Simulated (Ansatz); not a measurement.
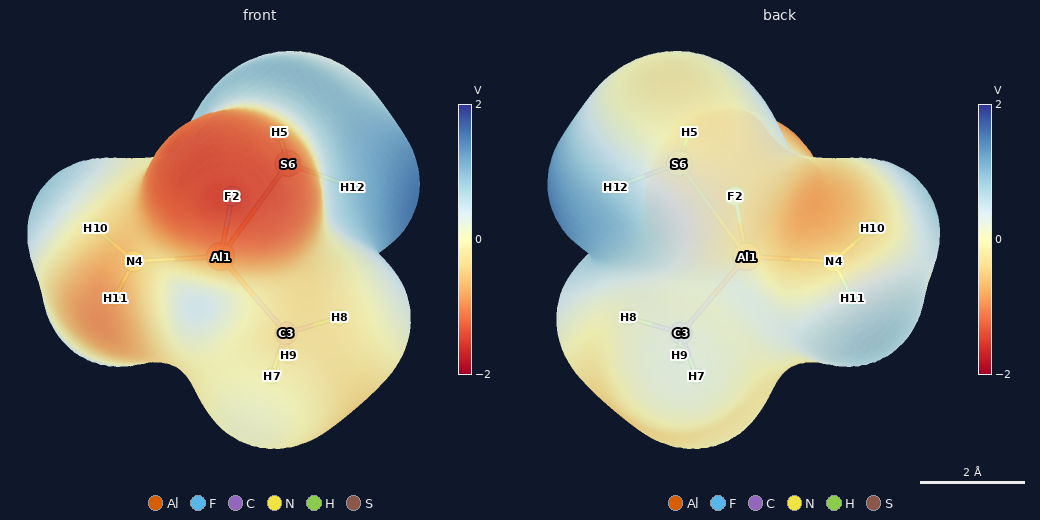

The picture shows: CH$_{7}$AlFNS. The molecular electrostatic potential painted on the density surface at 0.001 e/bohr³, seen from the front and from behind; the colour scale runs from red (negative) to blue (positive).

Theory: RKS PBE-D4/def2-SVP (Ansatz 0.2.0).

| atom | x (Å) | y (Å) | z (Å) |
| --- | --- | --- | --- |
| Al | 0.4174 | -0.2570 | 0.2809 |
| F | 1.5349 | 0.7564 | 1.0931 |
| C | 0.2763 | -0.1474 | -1.6704 |
| N | -0.0278 | -1.7188 | 1.2099 |
| H | -0.1853 | 2.0331 | 1.5311 |
| S | -1.3621 | 1.6804 | 0.9287 |
| H | 1.0385 | -0.7906 | -2.1607 |
| H | 0.4393 | 0.8862 | -2.0427 |
| H | -0.7163 | -0.4841 | -2.0381 |
| H | 0.2420 | -1.8981 | 2.1789 |
| H | -0.5833 | -2.4993 | 0.8555 |
| H | -1.0736 | 2.4392 | -0.1661 |

**Which sites attract a positive test charge, and which a negative one?**

A positive charge is drawn to the negative regions and a negative charge to the positive ones. The most negative region (about −1.5 V) lies over F2, the most positive (about +1.5 V) over H12.
